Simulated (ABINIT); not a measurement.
Band structure of ZnO (P6_3mc, 4 atoms in the cell).

```xyz
4
Lattice="3.2374 0.0000 0.0000 -1.6187 2.8036 0.0000 0.0000 0.0000 5.2221" Properties=species:S:1:pos:R:3 pbc="T T T"
Zn     1.6187     0.9345     2.6141
Zn     0.0000     1.8691     0.0031
O      1.6187     0.9345     4.5940
O      0.0000     1.8691     1.9829
```

Method of the run: PBE, PAW (JTH v2.0 PBE PAW) (plane waves; ABINIT).

Settings: pseudos = [Zn.GGA_PBE-JTH.xml, O.GGA_PBE-JTH.xml]; ecut = 30 Ha; pawecutdg = 60 Ha; pawxcdev = 0; occopt = 3; tsmear = 0.00073499 Ha; ngkpt = 8 8 5; nshiftk = 1; shiftk = 0 0 0; potentials = JTH v2.0 PBE PAW; kptopt = 1; nstep = 60; toldfe1 = 1e-09 Ha.

The starting cell comes from a database of computed structures (which also holds hypothetical and non-ambient phases and stackings), without a prior relaxation at this level.

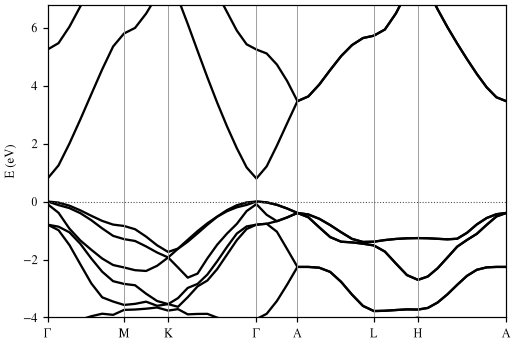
Bands along the path, energies from the top of the valence band on the SCF mesh.

Question: Read off roughly the gap and where its edges lie.

Answer: The gap along the path is about 0.8 eV (computed: 0.79 eV), direct at Γ to within 0.01 eV.

Levels in eV from the top of the valence band on the SCF mesh, bands 15 to 22:
```tsv
point	15	16	17	18	19	20	21	22
Γ	-0.80	-0.09	0.00	0.00	0.79	5.24	8.21	12.92
M	-2.84	-2.27	-1.30	-0.84	5.79	6.88	7.58	8.54
K	-3.54	-1.93	-1.93	-1.74	7.66	7.72	7.72	8.17
A	-0.39	-0.39	-0.39	-0.39	3.46	3.46	10.07	10.07
L	-1.51	-1.51	-1.39	-1.39	5.72	5.72	8.45	8.45
H	-2.70	-2.70	-1.26	-1.26	8.00	8.00	8.02	8.02
```
